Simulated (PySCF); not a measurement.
**C3H7FOSi: one change and its effect**

System: C3H7FOSi, SMILES C=C(CF)O[SiH3].
Method of run A: GIAO PBE0/pcSseg-1 NMR shielding, non-relativistic, gas phase (PySCF 2.14.0).

The geometry comes from this level: PBE0-D3(BJ)/def2-SVP. Text and figures count atoms from 1; the logs count them from 0 in places.

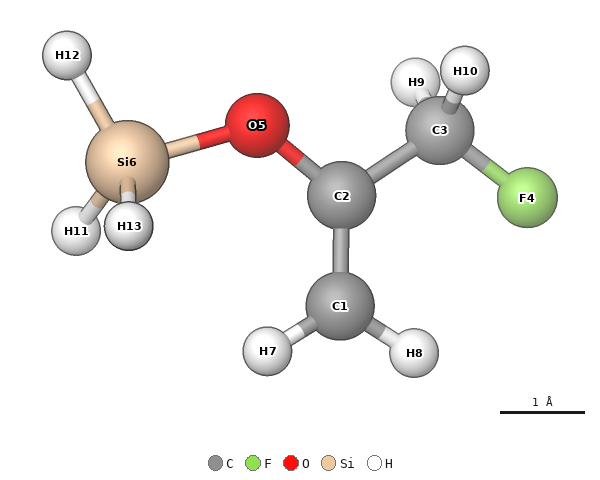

The structure as given in the input (ball-and-stick view, seen at a tilt; atoms are numbered from 1 in the order of the input).

**The input, run A**
```
{"job": {"kind": "nmr", "xc": "PBE0", "basis": "pcSseg-1", "pop": false}, "charge": 0, "multiplicity": 1}
C     -0.547086    -1.254033     0.545570
C     -0.187139    -0.359455    -0.377750
C     -0.471500    -0.508054    -1.842128
F     -1.133391    -1.667495    -2.115014
O      0.473513     0.800701    -0.157259
Si     0.872411     1.447859     1.345573
H     -0.323474    -1.121123     1.606572
H     -1.078738    -2.152072     0.233322
H     -1.076992     0.352173    -2.179576
H      0.482317    -0.484711    -2.398970
H     -0.365509     1.663629     2.149974
H      1.542494     2.737830     1.040648
H      1.794002     0.533673     2.081055
```

The first line tells a small driver script what to run in PySCF; the rest is the geometry in Å.

Launched with:
```bash
OMP_NUM_THREADS=1 python <driver script> task.json out
```

Hardware: 1 CPU thread, shared host.

**Output (run A)**
```
coarse grid: 11400 points
cycle   1  E = -582.4579347576  dE =  6.148e-01  |g| = 7.180e-01  |ddm| = 3.143e+00
cycle   2  E = -582.3662311875  dE =  9.170e-02  |g| = 1.030e+00  |ddm| = 1.223e+00
cycle   3  E = -582.5475432613  dE = -1.813e-01  |g| = 8.187e-02  |ddm| = 7.696e-01
cycle   4  E = -582.5485085392  dE = -9.653e-04  |g| = 4.316e-02  |ddm| = 8.896e-02
cycle   5  E = -582.5488800304  dE = -3.715e-04  |g| = 1.476e-02  |ddm| = 4.302e-02
cycle   6  E = -582.5489264282  dE = -4.640e-05  |g| = 3.629e-03  |ddm| = 1.407e-02
cycle   7  E = -582.5489294585  dE = -3.030e-06  |g| = 4.068e-04  |ddm| = 3.137e-03
final grid: 105968 points
cycle   8  E = -582.6011059878  dE = -2.287e-05  |g| = 9.180e-03  |ddm| = 2.102e-02
cycle   9  E = -582.6010869587  dE =  1.903e-05  |g| = 1.388e-02  |ddm| = 1.458e-02
cycle  10  E = -582.6011213514  dE = -3.439e-05  |g| = 1.287e-03  |ddm| = 9.422e-03
cycle  11  E = -582.6011217098  dE = -3.583e-07  |g| = 3.663e-04  |ddm| = 1.321e-03
cycle  12  E = -582.6011217334  dE = -2.362e-08  |g| = 1.235e-04  |ddm| = 3.242e-04
cycle  13  E = -582.6011217366  dE = -3.218e-09  |g| = 2.250e-05  |ddm| = 1.070e-04
cycle  14  E = -582.6011217367  dE = -1.199e-10  |g| = 5.863e-06  |ddm| = 2.577e-05
converged SCF energy = -582.6011217367

GIAO shielding tensors (ppm)
atom      isotropic    diamagn.    paramagn.     s11        s22        s33       span
  0 C       96.374     257.858    -161.484      4.846    112.177    172.100    167.255
  1 C       19.170     254.352    -235.182    -92.303     51.633     98.181    190.484
  2 C      102.065     242.006    -139.940     75.359     77.691    153.146     77.787
  3 F      430.880     469.686     -38.806    403.035    415.742    473.862     70.828
  4 O      238.633     400.128    -161.496    149.205    242.400    324.294    175.089
  5 Si     386.465     879.385    -492.920    345.091    351.751    462.553    117.462
  6 H       26.866      32.377      -5.511     24.480     24.898     31.219      6.739
  7 H       26.507      30.728      -4.221     23.932     26.025     29.565      5.634
  8 H       26.625      27.763      -1.138     22.659     27.450     29.766      7.107
  9 H       26.592      27.627      -1.036     22.621     27.426     29.728      7.107
 10 H       26.333      29.255      -2.922     23.522     24.612     30.865      7.344
 11 H       26.476      28.566      -2.090     23.140     25.029     31.259      8.119
 12 H       26.264      29.233      -2.969     23.401     24.546     30.845      7.444
```

The input of run B differs as follows (lines with − go, lines with + come):
```diff
-"xc": "PBE0"
+"xc": "mPW1PW91"
```

Predict how the results change.

The total energies belong to different methods, so their difference says nothing on which is more stable or more accurate. Of all shieldings, the largest change is that of Si6, by −1.4 ppm. The functional changes from PBE0 to mPW1PW91. The number of SCF iterations is the same.

**Output (run B)**
```
coarse grid: 11400 points
cycle   1  E = -582.8349339579  dE =  6.150e-01  |g| = 7.370e-01  |ddm| = 3.143e+00
cycle   2  E = -582.7374729112  dE =  9.746e-02  |g| = 1.060e+00  |ddm| = 1.245e+00
cycle   3  E = -582.9286264860  dE = -1.912e-01  |g| = 8.437e-02  |ddm| = 7.874e-01
cycle   4  E = -582.9296411531  dE = -1.015e-03  |g| = 4.559e-02  |ddm| = 9.294e-02
cycle   5  E = -582.9300573944  dE = -4.162e-04  |g| = 1.520e-02  |ddm| = 4.491e-02
cycle   6  E = -582.9301070739  dE = -4.968e-05  |g| = 3.581e-03  |ddm| = 1.434e-02
cycle   7  E = -582.9301100174  dE = -2.944e-06  |g| = 4.125e-04  |ddm| = 3.107e-03
final grid: 105968 points
cycle   8  E = -582.9822138636  dE = -2.507e-05  |g| = 6.199e-03  |ddm| = 1.999e-02
cycle   9  E = -582.9822056025  dE =  8.261e-06  |g| = 9.271e-03  |ddm| = 9.774e-03
cycle  10  E = -582.9822209224  dE = -1.532e-05  |g| = 8.602e-04  |ddm| = 6.218e-03
cycle  11  E = -582.9822210761  dE = -1.537e-07  |g| = 2.819e-04  |ddm| = 9.058e-04
cycle  12  E = -582.9822210899  dE = -1.384e-08  |g| = 1.082e-04  |ddm| = 2.579e-04
cycle  13  E = -582.9822210924  dE = -2.428e-09  |g| = 1.831e-05  |ddm| = 9.146e-05
cycle  14  E = -582.9822210924  dE = -7.924e-11  |g| = 4.795e-06  |ddm| = 2.084e-05
converged SCF energy = -582.9822210924

GIAO shielding tensors (ppm)
atom      isotropic    diamagn.    paramagn.     s11        s22        s33       span
  0 C       95.240     257.792    -162.551      3.348    111.262    171.111    167.763
  1 C       18.352     254.551    -236.200    -93.432     50.954     97.532    190.964
  2 C      101.260     241.970    -140.710     74.603     77.007    152.170     77.567
  3 F      430.518     469.882     -39.365    403.088    415.686    472.780     69.692
  4 O      238.312     400.367    -162.055    149.838    241.638    323.460    173.621
  5 Si     385.109     879.441    -494.333    344.638    351.245    459.443    114.805
  6 H       26.922      32.426      -5.505     24.551     24.951     31.263      6.712
  7 H       26.557      30.769      -4.212     23.985     26.055     29.631      5.646
  8 H       26.682      27.811      -1.129     22.726     27.513     29.808      7.082
  9 H       26.649      27.673      -1.024     22.688     27.488     29.771      7.083
 10 H       26.431      29.337      -2.906     23.620     24.723     30.949      7.329
 11 H       26.574      28.630      -2.055     23.240     25.124     31.359      8.119
 12 H       26.363      29.314      -2.951     23.499     24.659     30.929      7.429
```

**The two runs side by side**

```tsv
quantity	run A	run B
outcome	converged	converged
total energy (hartree)	−582.601122	−582.982221
HOMO (eV)	−7.02	−7.05
LUMO (eV)	0.16	0.19
dipole moment (D)	1.86	1.87
shielding of C1 (ppm)	96.4	95.2
shielding of C2 (ppm)	19.2	18.4
shielding of C3 (ppm)	102.1	101.3
shielding of F4 (ppm)	430.9	430.5
shielding of O5 (ppm)	238.6	238.3
shielding of Si6 (ppm)	386.5	385.1
shielding of H12 (ppm)	26.5	26.6
SCF iterations	14	14
basis functions	144	144
wall time (shared host)	12 s	13 s
```
